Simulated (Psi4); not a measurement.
# BSiH2F (SMILES B[Si]F): a chain of runs

Wanted: a geometry optimisation (UPBEh-3c/def2-mSVP), then the harmonic vibrations, then the energy (UMP2/def2-TZVPP) of BSiH2F. 

The calculation is run with Psi4 1.11.

## (1) The system as given

The species is BSiH2F (5 atoms), meant as a triplet with charge 0. SMILES: `B[Si]F`. Geometry: relaxed at GFN2-xTB. The run starts from this shape.

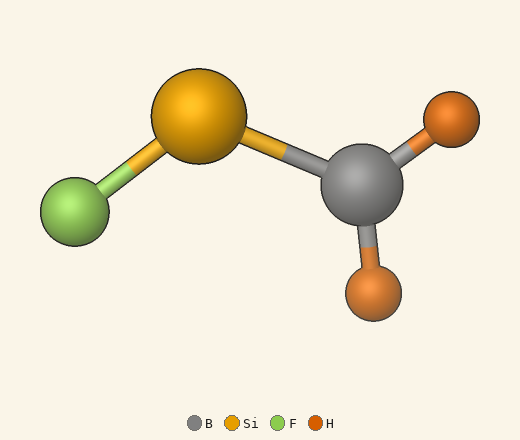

Viewed from a chosen angle; boron grey, silicon amber, fluorine green, hydrogen orange.

## (2) A structure relaxation at UPBEh-3c/def2-mSVP (density fitting) (run 1)

Input file job.py:

```python
import psi4

psi4.set_memory('1600 MB')
psi4.set_num_threads(1)
psi4.core.set_output_file('psi4.out', False)

m = psi4.geometry("""
0 3
B      0.234950     0.685700    -0.124130
Si    -0.890020    -0.807470    -0.293660
F     -0.519870    -2.176130     0.558950
H     -0.000350     1.667090    -0.717680
H      1.175290     0.630810     0.576520
""")

psi4.set_options({
    'reference': 'uks',
    'geom_maxiter': 60,
})

e, wfn = psi4.optimize('PBEH-3C', return_wfn=True)
print('E =', round(e, 9))
print(m.to_string(dtype='xyz', units='Angstrom'))
for k, v in sorted(psi4.core.scalar_variables().items()):
    print(f'{k:45s} {v:18.10f}')
```

Run with:

```
$ python job.py
```

psi4.out:

```text
[...]
  Running in c1 symmetry.
[...]
  Nuclear repulsion =   80.830231592822145
[...]
  Multiplicity = 3
[...]
  Nalpha       = 16
  Nbeta        = 14
[...]
    Number of basis functions: 52
[...]
   @DF-UKS iter   1:  -414.60055374165199   -6.06444e-01   8.18798e-03 ADIIS/DIIS
[...]
   @DF-UKS iter   8:  -414.71865470406425   -5.85487e-12   6.52912e-09 DIIS
[...]
   @S^2 Observed:                2.003728017E+00
[...]
  @DF-UKS Final Energy:  -414.71865470406425
   => Energetics <=
    Nuclear Repulsion Energy =             80.9940342173567132
    One-Electron Energy =                -735.1979562762012392
    Two-Electron Energy =                 260.4369981512467120
    DFT Exchange-Correlation Energy =     -20.9533279834930148
    Empirical Dispersion Energy =           0.0015971870266295
    VV10 Nonlocal Energy =                  0.0000000000000000
    Total Energy =                       -414.7186547040642495
[...]
  -Total Gradient:
     Atom            X                  Y                   Z
    ------   -----------------  -----------------  -----------------
       1       -0.000062084644    -0.000076587669    -0.000001529334
       2        0.000058060570    -0.000059231341     0.000065260902
       3        0.000022006687    -0.000094296798     0.000056160343
       4       -0.000022995734    -0.000093482330     0.000019393217
       5       -0.000011776771    -0.000065679002     0.000015805721
[...]
```

The script printed:

```text
Some dependencies such as QCElemental have not yet finished migration to pydantic v2. If issues are encountered please downgrade pydantic or upgrade QCElemental as appropriate
	Energy has increased in a minimization.
	Energy ratio indicates iffy step.
	Intrafrag trust radius decreased to   0.25.
	Unable to completely converge to displaced geometry.
	RMS(dx):  8.125e-08 	Max(dx):  1.365e-07 	RMS(dq):  8.854e-08
Optimizer: Optimization complete!
E = -414.718654704
5
0 3 BFH2Si
B                     0.776957076371     1.625328538445    -0.137979316746
Si                   -0.367137521148     0.074657255974    -0.296774442086
F                    -0.026838788160    -1.271083810287     0.526658341894
H                     0.487357793823     2.592572572849    -0.762405436007
H                     1.722863026771     1.541224259432     0.580057997299

CURRENT ENERGY                                   -414.7186547041
CURRENT REFERENCE ENERGY                         -414.7186547041
DD SOLVATION ENERGY                                 0.0000000000
DFT FUNCTIONAL TOTAL ENERGY                      -414.7202518911
DFT TOTAL ENERGY                                 -414.7186547041
DFT VV10 ENERGY                                     0.0000000000
DFT XC ENERGY                                     -20.9533279835
DISPERSION CORRECTION ENERGY                       -0.0012550442
GRID ELECTRONS ALPHA                               16.0000377273
GRID ELECTRONS BETA                                14.0000354538
GRID ELECTRONS TOTAL                               30.0000731811
NUCLEAR REPULSION ENERGY                           80.9940342174
ONE-ELECTRON ENERGY                              -735.1979562762
OPTIMIZATION ITERATIONS                             7.0000000000
PBEH3C DISPERSION CORRECTION ENERGY                -0.0012550442
PCM POLARIZATION ENERGY                             0.0000000000
PE ENERGY                                           0.0000000000
SCF ITERATION ENERGY                             -414.7186547041
SCF ITERATIONS                                      8.0000000000
SCF TOTAL ENERGY                                 -414.7186547041
TWO-ELECTRON ENERGY                               260.4369981512
XC GRID RADIAL POINTS                              75.0000000000
XC GRID SPHERICAL POINTS                          302.0000000000
XC GRID TOTAL POINTS                           108285.0000000000
```

Wall time 22 s (1 thread of Intel Xeon 6975P-C (Granite Rapids), shared host); peak memory 0.38 GiB.

Steps, from the record of the run:

| step | energy from the first frame kept (eV) | largest force (eV/Å) |
| --- | --- | --- |
| 0 | 0.0000 | 1.9324 |
| 1 | -0.0637 | 0.4092 |
| 2 | -0.0675 | 0.1662 |
| 3 | -0.0576 | 0.3595 |
| 4 | -0.0693 | 0.0528 |
| 5 | -0.0694 | 0.0189 |
| 6 | -0.0694 | 0.0058 |

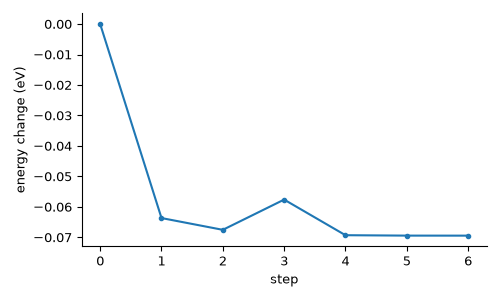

Energy along the run.

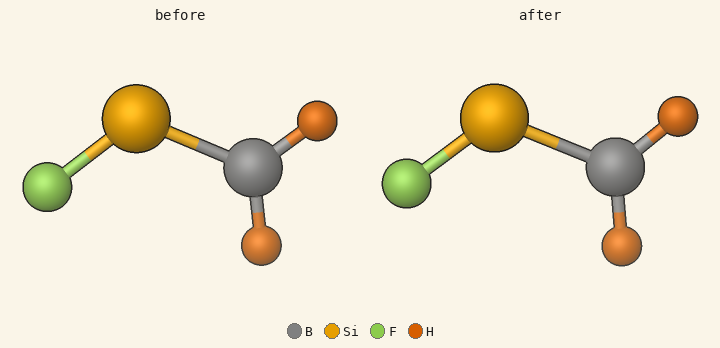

Before and after, at one scale.

After the run. Bond lengths: B1–Si2 1.934 Å, Si2–F3 1.614 Å, B1–H4 1.187 Å, B1–H5 1.191 Å. Angles: B1–Si2–F3 120.1°, Si2–B1–H4 117.8°, Si2–B1–H5 117.6°, H4–B1–H5 124.7°.

## (3) The harmonic vibrations at UPBEh-3c/def2-mSVP (density fitting) (run 2)

Input file input.dat:

```
memory 1.6 GB

molecule molecule1 {
  0 3
  B      0.260194     0.724190    -0.123069
  Si    -0.883901    -0.826481    -0.281864
  F     -0.543602    -2.172222     0.541568
  H     -0.029406     1.691434    -0.747495
  H      1.206100     0.640086     0.594968
  units angstrom
  symmetry c1
}

set {
  reference uks
  t 298.15
  rotational_symmetry_number 1
}

frequency("pbeh-3c")
print_variables()
```

Run with:

```
$ psi4 -n 1 input.dat output.dat
```

output.dat:

```text
[...]
  Running in c1 symmetry.
[...]
  Nuclear repulsion =   80.994046029460222
[...]
  Multiplicity = 3
[...]
  Nalpha       = 16
  Nbeta        = 14
[...]
    Number of basis functions: 52
[...]
   @DF-UKS iter   1:  -414.60923984157006   -6.18216e-01   7.97711e-03 DIIS/ADIIS
[...]
   @DF-UKS iter  13:  -414.71865356827033   -1.02318e-12   5.03931e-09 DIIS
[...]
   @S^2 Observed:                2.003725434E+00
[...]
  @DF-UKS Final Energy:  -414.71865356827033
   => Energetics <=
    Nuclear Repulsion Energy =             80.9993872321590942
    One-Electron Energy =                -735.2084573308957260
    Two-Electron Energy =                 260.4425109737100001
    DFT Exchange-Correlation Energy =     -20.9536897309228891
    Empirical Dispersion Energy =           0.0015952876791927
    VV10 Nonlocal Energy =                  0.0000000000000000
    Total Energy =                       -414.7186535682703266
[...]
  -Total Gradient:
     Atom            X                  Y                   Z
    ------   -----------------  -----------------  -----------------
       1        0.000202134656     0.000229915096     0.000068054584
       2        0.000070134493    -0.000081727649     0.000050094266
       3        0.000010443938    -0.000086765214     0.000069289865
       4        0.000137343622    -0.000466311371     0.000309436524
       5       -0.000437003319     0.000015868214    -0.000340883342
[...]
  ==> Harmonic Vibrational Analysis <==
[...]
  Freq [cm^-1]                 213.0733            364.9365            625.8731
[...]
  IR activ [km/mol]             5.9345              6.5484             11.4519
[...]
  Freq [cm^-1]                 671.4123            802.5626            937.1133
[...]
  Freq [cm^-1]                1109.6188           2671.3310           2797.4253
[...]
```

Standard output:

```text
Warning: used thermodynamics relations inappropriate for low-frequency modes: ['213.0733' '364.9365']
```

Run time: 83 s. Hardware: 1 thread of Intel Xeon 6975P-C (Granite Rapids), shared host; peak memory 0.37 GiB.

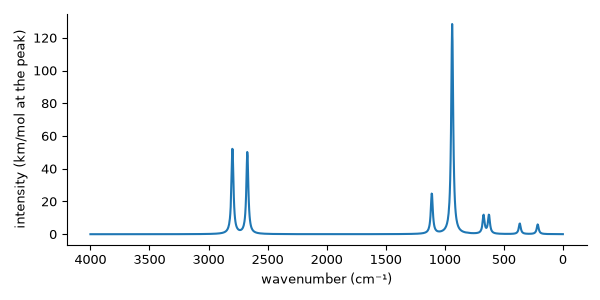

Harmonic infrared spectrum, unscaled, lines broadened by 10 cm⁻¹.

## (4) A single-point energy at UMP2/def2-TZVPP (density fitting, density fitting for correlation) (run 3)

Input file bfh2si.dat:

```
memory 1600 mb

molecule m {
  0 3
  B      0.260194     0.724190    -0.123069
  Si    -0.883901    -0.826481    -0.281864
  F     -0.543602    -2.172222     0.541568
  H     -0.029406     1.691434    -0.747495
  H      1.206100     0.640086     0.594968
  symmetry c1
}

set basis def2-TZVPP
set reference uhf
set num_frozen_docc 7

energy_value = energy('mp2')
```

Run with:

```
$ psi4 bfh2si.dat bfh2si.out -n 1
```

bfh2si.out:

```text
[...]
  Running in c1 symmetry.
[...]
  Nuclear repulsion =   80.994046029460222
[...]
  Multiplicity = 3
[...]
  Nalpha       = 16
  Nbeta        = 14
[...]
    Number of basis functions: 132
[...]
   @DF-UHF iter   1:  -414.16532294821070   -9.76249e-01   2.87460e-03 ADIIS/DIIS
[...]
   @DF-UHF iter  16:  -414.25154249251261   -4.66116e-12   3.29229e-09 DIIS
[...]
   @S^2 Observed:                2.009026353E+00
[...]
  @DF-UHF Final Energy:  -414.25154249251261
   => Energetics <=
    Nuclear Repulsion Energy =             80.9940460294602218
    One-Electron Energy =                -735.4196034753045979
    Two-Electron Energy =                 240.1740149533316924
    Total Energy =                       -414.2515424925126126
  UHF NO Occupations:
  HONO-2 :   14  A 1.9964460
  HONO-1 :   15  A 1.0000000
[...]
 Multipole Moments:
 ------------------------------------------------------------------------------------
     Multipole            Electronic (a.u.)      Nuclear  (a.u.)        Total (a.u.)
 ------------------------------------------------------------------------------------
 L = 1.  Multiply by 2.5417464519 to convert [e a0] to [Debye]
 Dipole X            :         -1.6132414            1.3483792           -0.2648622
 Dipole Y            :         -3.2952685            3.5260150            0.2307464
 Dipole Z            :          0.2525982           -0.5426555           -0.2900573
 Magnitude           :                                                    0.4555537
[...]
```

Wall time 2.2 s (1 thread of Intel Xeon 6975P-C (Granite Rapids), shared host); peak memory 0.24 GiB.

## (5) Results

| quantity | value |
| --- | --- |
| run 1, UPBEh-3c/def2-mSVP: total energy at the end | -414.71865 Eh |
| run 1, UPBEh-3c/def2-mSVP: dipole moment | 1.02 D |
| run 1, UPBEh-3c/def2-mSVP: HOMO energy (highest over α and β) | -7.08 eV |
| run 1, UPBEh-3c/def2-mSVP: LUMO energy (lowest over α and β) | -2.83 eV |
| run 1, UPBEh-3c/def2-mSVP: ⟨S²⟩ | 2.004 |
| run 2, UPBEh-3c/def2-mSVP: lowest harmonic wavenumber | 213 cm⁻¹ |
| run 2, UPBEh-3c/def2-mSVP: highest harmonic wavenumber | 2797 cm⁻¹ |
| run 2, UPBEh-3c/def2-mSVP: zero-point energy | 61.0 kJ/mol |
| run 2, UPBEh-3c/def2-mSVP: ideal-gas entropy at 298.15 K (symmetry number 1 as used) | 67.7 cal/(mol K) |
| run 3, UMP2/def2-TZVPP: total energy | -414.68331 Eh |
| run 3, UMP2/def2-TZVPP: HOMO energy (Hartree–Fock orbitals) (highest over α and β) | -8.60 eV |
| run 3, UMP2/def2-TZVPP: LUMO energy (Hartree–Fock orbitals) (lowest over α and β) | 0.54 eV |
| run 3, UMP2/def2-TZVPP: correlation energy (7 core orbitals frozen) | -431.8 mEh |
| run 3, UMP2/def2-TZVPP: ⟨S²⟩ of the reference determinant | 2.009 |

**Reading.** The optimisation (run 1, UPBEh-3c/def2-mSVP) took 7 steps and changed the energy by -0.069 eV. All 9 modes (run 2, UPBEh-3c/def2-mSVP) are real, so the shape is a minimum at this level.
